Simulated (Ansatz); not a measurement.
Cost and result by functional for the surface energy, mean of two unlike faces, of the (111) surface of rock-salt HfN in its 1x1 cell (cut with top plane Hf, bottom plane N), outermost plane spacing 1.31 Å in the ideal cut, in Ansatz (plane waves, PAW). Single points on the PBE structure, on one kind of machine; costs are rough ratios of the slab run's core time (references not counted) to the cheapest single point. r2SCAN's cost holds its higher cutoff (500 against 420 eV). Differences are taken against r2SCAN for comparison alone: no measured value is at hand, so the table doesn't rank accuracy.

Slab: 10 atoms, Hf5N5, 11.8 Å thick at the start; k 13x13x1, smearing 0.1 eV, dipole-corrected; all atoms relaxed; held to the start's symmetry, so lower structures may exist; no spin, no spin-orbit, no U. These notes are the PBE run's.

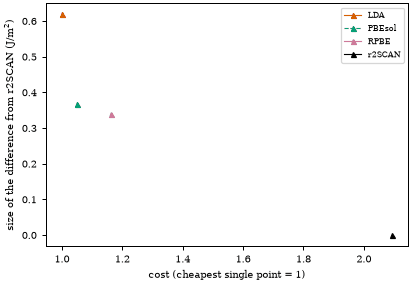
Difference from r2SCAN against cost

```
functional                     relative cost  surface energy, mean of two unlike faces, (J/m²)  less r2SCAN (J/m²)
-----------------------------  -------------  ------------------------------------------------  ------------------
LDA                                        1                                              3.15                0.62
PBEsol                                     1                                              2.90                0.37
RPBE                                       1                                              2.20               -0.34
r2SCAN                                     2                                              2.54                0.00
PBE (the relaxed run's value)              –                                              2.49               -0.05
```

The values span 0.96 J/m², while the single points' costs differ by a factor of roughly 2. Differences are of unrounded values.

Ansatz is a program for electronic structure.
